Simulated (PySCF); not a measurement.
Consider C6H9NSi (SMILES C=C1CN(C2=CC2)[SiH2]1).

```xyz
17

C    -3.1161   -0.5965   -0.1538
C    -1.8911   -0.1391    0.0178
C    -0.5742   -0.8489   -0.1790
N     0.2581    0.2931    0.2022
C     1.5947    0.2645    0.2225
C     2.7584    0.8221    0.4267
C     2.7806   -0.6116   -0.0316
Si   -1.0051    1.4493    0.5425
H    -3.3151   -1.6069   -0.4800
H    -3.9792    0.0231    0.0244
H    -0.3942   -1.1697   -1.2099
H    -0.4307   -1.7084    0.4834
H     3.3576    1.6500    0.7050
H     3.0276   -1.4053    0.6706
H     3.0660   -0.8534   -1.0534
H    -1.0468    2.5931   -0.3681
H    -1.0974    1.8568    1.9440
```

Geometry: GFN2-xTB.

All numbers below come from PBE0/def2-SVPD, SCF density, gas phase in PySCF.

> Predict the electron density and electron localisation function between the atoms.

C–C (1.31 Å): the density is about 2.2 e/Å³ at the midpoint; the ELF peaks at about 0.85 between the atoms; a short, multiple covalent bond.
C–N (1.34 Å): ρ is about 2.4 e/Å³ halfway; the ELF peaks at about 0.90 between the atoms, as expected for localised, covalent bonding.
Si–N (1.75 Å): the density is about 1 e/Å³ at the midpoint; the ELF peaks at about 0.90 between the atoms; a polar covalent bond.
C–Si (1.89 Å): the density is about 0.91 e/Å³ at the midpoint; the ELF peaks at about 0.95 between the atoms: localised, covalent bonding.

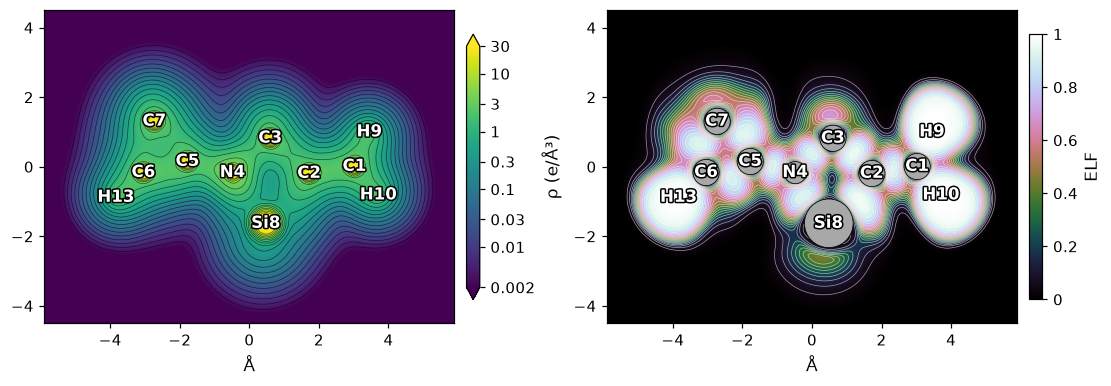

Computed electron density and electron localisation function on the plane of atoms C7, C6 and H13, in this order. Grey discs cover the atomic cores in the ELF map. 
